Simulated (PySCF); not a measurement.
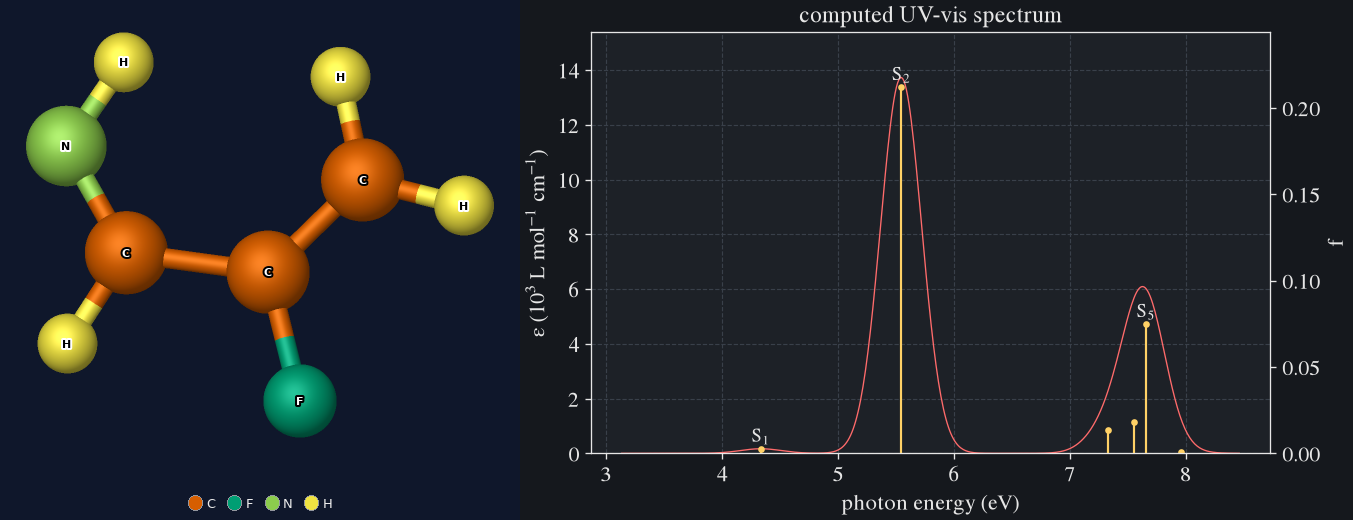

Computed absorption of C₃H₄FN, SMILES [H]/N=C\C(=C)F. Vertical TDDFT excitations, PBE0/def2-SVPD, PySCF, at a GFN2-xTB geometry (no frequency check), gas phase. The lowest 6 singlet states are shown; each is broadened by a Gaussian of 1/e half-width 0.25 eV. Sticks give oscillator strengths (right axis).

> Which of the computed transitions is the brightest, and what character does the calculation give it?

S2 at 5.55 eV (224 nm), f = 0.212, mainly HOMO → LUMO (97 %).

> Where is the maximum of the broadened curve, and how high is it?

At about 5.5 eV (223 nm), with ε near 14000 L mol⁻¹ cm⁻¹.

> Where is the lowest singlet, and is it bright?

S1 lies at 4.34 eV (286 nm) with f = 0.003, mainly HOMO−1 → LUMO (99 %); it is dark or nearly so.

Note: states above the negative HOMO energy depend on the basis; the tight-binding geometry is rougher than a DFT one and adds to the error; one conformer of a flexible molecule; core orbitals are frozen in the response.
